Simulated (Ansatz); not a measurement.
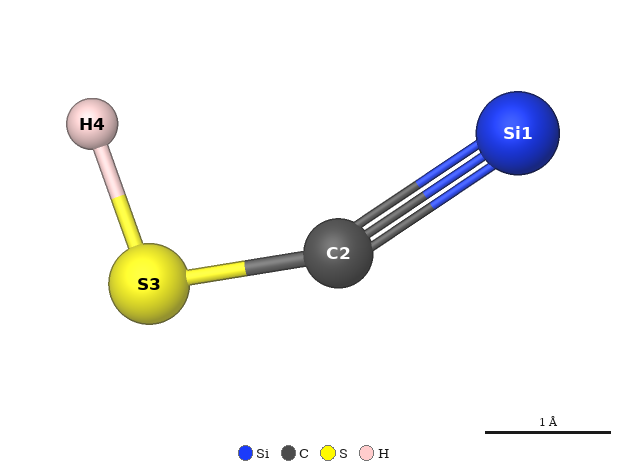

The picture comes from a calculation with Ansatz.

Orthographic view. Distant atoms are faded towards the background colour. State: charge +1, singlet. Geometry: a frame of the PBE0-D4/def2-SVP trajectory.

Write a MOL file (V2000) with the atoms in numerical order, bonds sorted by atom number with the orders drawn, and coordinates in the frame of the picture: x right, y up, z towards the viewer, origin at the mean position.

```
CHSSi
                    3D

  4  3  0  0  0  0  0  0  0  0999 V2000
    1.9500    0.5200    0.3500 Si  0  0  0  0  0  3  0  0  0  0  0  0
    0.5100   -0.4400    0.1200 C   0  0  0  0  0  0  0  0  0  0  0  0
   -1.0000   -0.6800   -0.2100 S   0  0  0  0  0  0  0  0  0  0  0  0
   -1.4600    0.6000   -0.2600 H   0  0  0  0  0  0  0  0  0  0  0  0
  1  2  3  0
  2  3  1  0
  3  4  1  0
M  CHG  1   1   1
M  END
```
